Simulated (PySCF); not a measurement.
In(OH)3(NH3), H6InNO3, singlet at its B3LYP/def2-SVP optimised geometry (Å):

```
11

In    -0.9832    -0.8993     0.0000
O     -1.1682    -1.9138     1.7469
H     -1.7069    -2.7082     1.6272
O     -1.1912    -1.9086    -1.7468
H     -1.7079    -1.3931    -2.3815
O     -1.1854     1.1188     0.0000
H     -1.7113     1.4116     0.7571
N      1.3560    -0.8993     0.0000
H      1.7111     0.0582     0.0385
H      1.7113    -1.3476    -0.8468
H      1.7035    -1.4116     0.8132
```

Level of theory: B3LYP/def2-TZVP, def2 effective core potentials past Kr (PySCF). The core electrons that the potentials of In replace are not part of the density. Cells within 0.4 Å of a nucleus heavier than hydrogen are left out (blank, or x).

Map of the LUMO amplitude (bohr^(-3/2)) on the plane z = 0.0 Å; orbital energy -1.34 eV, overall sign arbitrary:

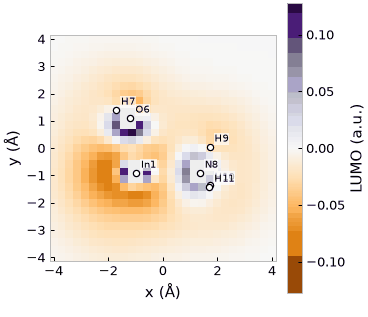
*LUMO amplitude (bohr^(-3/2)) on the plane z = 0.0 Å.*
